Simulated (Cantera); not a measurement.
Feed: 1 mol FeCl3, a varied amount of H2O, 0.69 mol H2, at 1200 K and 1000 Pa.

Cantera equilibrium calculation (NASA polynomials, part measured and part estimated; ideal gas, pure solids and liquids). Candidate condensed phases: Fe, FeCl2, FeCl3, FeO, Fe(OH)2, Fe(OH)3, Fe2O3, Fe3O4, H2O; 22 gas species. Mutual solubility and eutectic melting of coexisting phases are not modelled. The tables' stoichiometric FeO is somewhat more stable than real wüstite, so its field is too wide. FeO: taken at fixed stoichiometry. Equilibrium is a limit: real reactors are often held back by kinetics, nucleation or transport.

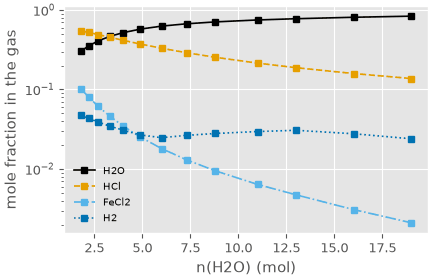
Figure. Equilibrium gas composition (values under 1e-9 drawn at 1e-9)

From 1.8 mol H2O to 4.9 mol H2O the condensed part is FeO(s). From 6 mol H2O to 13 mol H2O the condensed part is FeO(s) + Fe3O4(s). From 16 mol H2O to 19 mol H2O the condensed part is Fe3O4(s). The main Fe-bearing gas is FeCl2 throughout. The share of Fe in condensed phases is highest at 19 mol H2O (95.5 %) and lowest at 1.8 mol H2O (59.0 %).
